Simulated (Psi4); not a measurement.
# CHF2O (SMILES [O]C(F)F): USCAN/cc-pVTZ (sweep point 8)

Aim: the vertical doublet–quartet gap of CHF2O at USCAN/cc-pVTZ (sweep point 8), from 2 runs. Input form: a Python script.

The calculation is run with Psi4 1.11.

4 further runs of the same task are left out: 4 set aside as unsound or not needed.

**1. The molecule**

The species is CHF2O (5 atoms), meant as a doublet with charge 0. SMILES: `[O]C(F)F`. Geometry: relaxed at PBE0-D4/def2-TZVP.

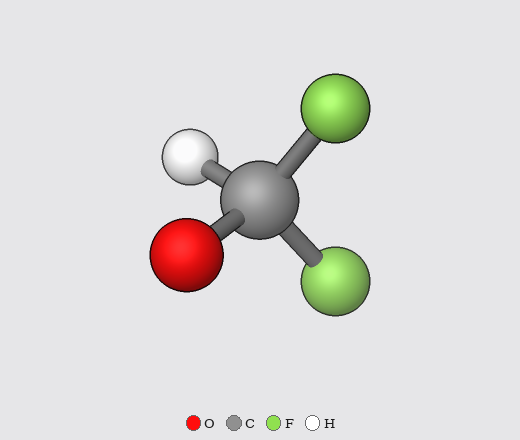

Viewed from a chosen angle; oxygen red, carbon grey, fluorine green, hydrogen white.

**2. A single-point energy at USCAN/cc-pVTZ (sweep point 8)**

chf2o.py reads:

```python
import psi4

psi4.set_memory('1600 MB')
psi4.set_num_threads(1)
psi4.set_output_file('psi4.out', False)

geom = psi4.geometry("""
0 2
O     -0.541600    -0.387700     1.137900
C      0.011000     0.001200     0.004100
F      1.102700    -0.708000    -0.342800
F     -0.825400    -0.034200    -1.051500
H      0.303300     1.055000     0.210800
symmetry c1
""")

psi4.set_options(dict(reference='uks', puream=True, scf_type='pk', dft_radial_points=250, dft_spherical_points=1202, maxiter=150))

e_tot, wfn = psi4.energy('scan/cc-pVTZ', return_wfn=True)
print(f'scan/cc-pVTZ energy: {e_tot:.10f} Eh')
```

The run is started by

```console
$ python chf2o.py
```

psi4.out:

```text
[...]
  Running in c1 symmetry.
[...]
  Nuclear repulsion =  125.371685221319382
[...]
  Multiplicity = 2
[...]
  Nalpha       = 17
  Nbeta        = 16
[...]
    Number of basis functions: 134
[...]
   @UKS iter   1:  -313.47189131133894   -2.40467e-01   3.98627e-03 ADIIS/DIIS
[...]
   @UKS iter  10:  -313.57524973892430   -1.53249e-08   2.09689e-07 DIIS
[...]
   @S^2 Observed:                7.547115031E-01
[...]
    Orbital Energies [Eh]
    ---------------------
    Alpha Occupied:
       1A    -24.519562     2A    -24.519555     3A    -19.059855
       4A    -10.265219     5A     -1.256463     6A     -1.188890
       7A     -1.064174     8A     -0.664819     9A     -0.572313
      10A     -0.548617    11A     -0.514794    12A     -0.427276
      13A     -0.409878    14A     -0.392071    15A     -0.386749
      16A     -0.350686    17A     -0.334110
    Alpha Virtual:
      18A      0.054938    19A      0.113218    20A      0.132922
      21A      0.172545    22A      0.266152    23A      0.286848
      24A      0.308909    25A      0.377877    26A      0.433802
[...]
  @UKS Final Energy:  -313.57524973892430
   => Energetics <=
    Nuclear Repulsion Energy =            125.3716852213193818
    One-Electron Energy =                -682.7332154381160763
    Two-Electron Energy =                 278.9984951367584927
    DFT Exchange-Correlation Energy =     -35.2122146588860971
    Empirical Dispersion Energy =           0.0000000000000000
    VV10 Nonlocal Energy =                  0.0000000000000000
    Total Energy =                       -313.5752497389242990
[...]
 Multipole Moments:
 ------------------------------------------------------------------------------------
     Multipole            Electronic (a.u.)      Nuclear  (a.u.)        Total (a.u.)
 ------------------------------------------------------------------------------------
 L = 1.  Multiply by 2.5417464519 to convert [e a0] to [Debye]
 Dipole X            :          0.1764542           -0.0215411            0.1549131
 Dipole Y            :         -0.8735808            1.4163384            0.5427576
 Dipole Z            :         -1.3108171            1.4052524            0.0944353
 Magnitude           :                                                    0.5722778
[...]
```

On the terminal:

```text
scan/cc-pVTZ energy: -313.5752497389 Eh
```

Run time: 2.8 min. Hardware: 1 thread of Intel Xeon 6975P-C (Granite Rapids), shared host; peak memory 1.1 GiB.

**3. The quartet at the same level**

job.py reads:

```python
import psi4

psi4.set_memory('1600 MB')
psi4.set_num_threads(1)
psi4.core.set_output_file('run.log', False)

geom = psi4.geometry("""
0 4
O     -0.541600    -0.387700     1.137900
C      0.011000     0.001200     0.004100
F      1.102700    -0.708000    -0.342800
F     -0.825400    -0.034200    -1.051500
H      0.303300     1.055000     0.210800
symmetry c1
""")

psi4.set_options({
    'basis': 'cc-pVTZ',
    'reference': 'uks',
    'puream': True,
    'scf_type': 'pk',
    'dft_radial_points': 250,
    'dft_spherical_points': 1202,
    'maxiter': 150,
})

e, wfn = psi4.energy('SCAN', return_wfn=True)
print(f'SCAN energy: {e:.10f} Eh')
for k, v in sorted(psi4.core.scalar_variables().items()):
    print(f'{k:45s} {v:18.10f}')
```

The run is started by

```console
$ python job.py
```

run.log:

```text
[...]
  Running in c1 symmetry.
[...]
  Nuclear repulsion =  125.371685221319382
[...]
  Multiplicity = 4
[...]
  Nalpha       = 18
  Nbeta        = 15
[...]
    Number of basis functions: 134
[...]
   @UKS iter   1:  -313.16926694111015    6.21570e-02   2.42198e-03 DIIS/ADIIS
[...]
   @UKS iter  12:  -313.22455935630211   -1.63679e-08   1.13846e-07 DIIS
[...]
   @S^2 Observed:                3.758658840E+00
[...]
    Orbital Energies [Eh]
    ---------------------
    Alpha Occupied:
       1A    -24.613121     2A    -24.613118     3A    -19.231304
       4A    -10.309433     5A     -1.338015     6A     -1.269850
       7A     -1.198225     8A     -0.748308     9A     -0.645108
      10A     -0.642866    11A     -0.621653    12A     -0.539004
      13A     -0.513393    14A     -0.480370    15A     -0.478579
      16A     -0.456977    17A     -0.431540    18A     -0.012961
    Alpha Virtual:
      19A      0.036246    20A      0.065412    21A      0.097074
      22A      0.191932    23A      0.227010    24A      0.240778
      25A      0.315379    26A      0.362009    27A      0.456082
[...]
  @UKS Final Energy:  -313.22455935630211
   => Energetics <=
    Nuclear Repulsion Energy =            125.3716852213193818
    One-Electron Energy =                -679.6592546260928884
    Two-Electron Energy =                 276.1045228661107558
    DFT Exchange-Correlation Energy =     -35.0415128176393083
    Empirical Dispersion Energy =           0.0000000000000000
    VV10 Nonlocal Energy =                  0.0000000000000000
    Total Energy =                       -313.2245593563021089
[...]
 Multipole Moments:
 ------------------------------------------------------------------------------------
     Multipole            Electronic (a.u.)      Nuclear  (a.u.)        Total (a.u.)
 ------------------------------------------------------------------------------------
 L = 1.  Multiply by 2.5417464519 to convert [e a0] to [Debye]
 Dipole X            :         -0.5643732           -0.0215411           -0.5859143
 Dipole Y            :         -3.1080357            1.4163384           -1.6916974
 Dipole Z            :         -1.4196669            1.4052524           -0.0144144
 Magnitude           :                                                    1.7903473
[...]
```

The script printed:

```text
SCAN energy: -313.2245593563 Eh
CURRENT ENERGY                                   -313.2245593563
CURRENT REFERENCE ENERGY                         -313.2245593563
DD SOLVATION ENERGY                                 0.0000000000
DFT FUNCTIONAL TOTAL ENERGY                      -313.2245593563
DFT TOTAL ENERGY                                 -313.2245593563
DFT VV10 ENERGY                                     0.0000000000
DFT XC ENERGY                                     -35.0415128176
GRID ELECTRONS ALPHA                               18.0000000018
GRID ELECTRONS BETA                                15.0000000026
GRID ELECTRONS TOTAL                               33.0000000044
NUCLEAR REPULSION ENERGY                          125.3716852213
ONE-ELECTRON ENERGY                              -679.6592546261
PCM POLARIZATION ENERGY                             0.0000000000
PE ENERGY                                           0.0000000000
SCF ITERATION ENERGY                             -313.2245593563
SCF ITERATIONS                                     12.0000000000
SCF TOTAL ENERGY                                 -313.2245593563
TWO-ELECTRON ENERGY                               276.1045228661
XC GRID RADIAL POINTS                             250.0000000000
XC GRID SPHERICAL POINTS                         1202.0000000000
XC GRID TOTAL POINTS                          1425195.0000000000
```

Wall time 3.2 min (1 thread of Intel Xeon 6975P-C (Granite Rapids), shared host); peak memory 1.1 GiB.

**4. What came out**

At USCAN/cc-pVTZ (sweep point 8):

| quantity | value |
| --- | --- |
| doublet: total energy | -313.57525 Eh |
| doublet: dipole moment | 1.45 D |
| doublet: HOMO energy (highest over α and β) | -8.60 eV |
| doublet: LUMO energy (lowest over α and β) | -6.33 eV |
| doublet: ⟨S²⟩ | 0.755 |
| quartet: total energy | -313.22456 Eh |
| quartet: dipole moment | 4.55 D |
| quartet: HOMO energy (highest over α and β) | -0.35 eV |
| quartet: ⟨S²⟩ | 3.759 |
| vertical energy of the quartet above the doublet | 9.543 eV |

**Reading.** At this shape the quartet lies 9.54 eV (921 kJ/mol) above the doublet.
